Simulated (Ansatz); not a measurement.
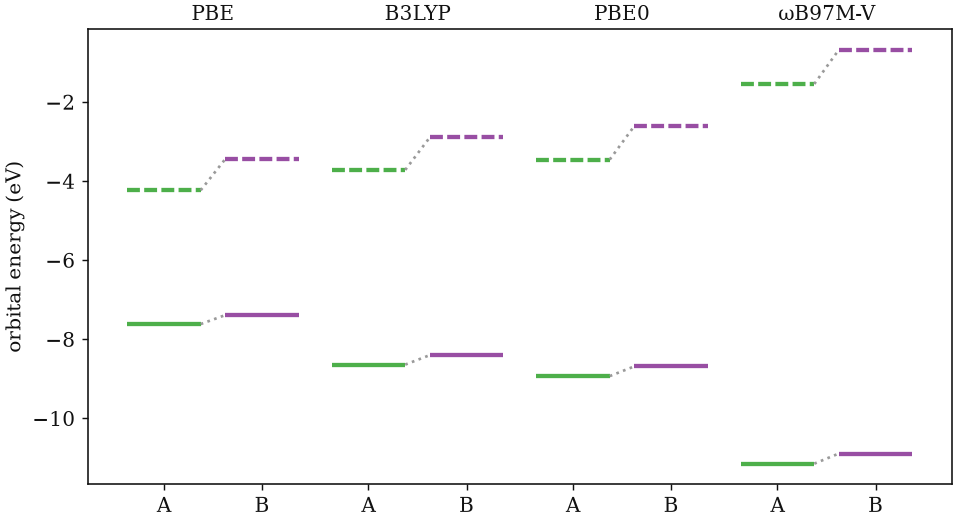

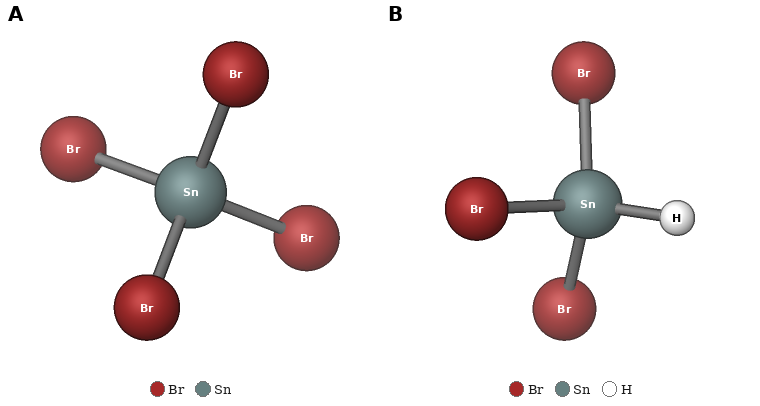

One change: A, SnBr₄ (SMILES [Br][Sn]([Br])([Br])[Br]), becomes B, SnHBr₃ (SMILES [Br][SnH]([Br])[Br]). Br on Sn is replaced by H. HOMO (solid) and LUMO (dashed) computed in def2-TZVPP at PBE0-D4/def2-TZVP geometries, both minima by their frequencies, gas phase, the Ansatz code.

What does the change do to HOMO and LUMO?

Answer. PBE: the HOMO rises by 0.23 eV, the LUMO rises by 0.79 eV, and the separation goes from 3.38 to 3.95 eV. B3LYP: the HOMO rises by 0.24 eV, the LUMO rises by 0.82 eV, and the separation goes from 4.92 to 5.51 eV. PBE0: the HOMO rises by 0.25 eV, the LUMO rises by 0.85 eV, and the separation goes from 5.48 to 6.08 eV. ωB97M-V: the HOMO rises by 0.26 eV, the LUMO rises by 0.87 eV, and the separation goes from 9.60 to 10.21 eV.

Do the functionals agree on the effect?

Answer. They agree on the direction for both levels; the HOMO shift lies between 0.23 and 0.26 eV and the LUMO shift between 0.79 and 0.87 eV, while the separations themselves differ by up to 6.3 eV between functionals.

Caveats: core potentials past krypton; spin-orbit coupling is left out, and with Sn it can shift these values.
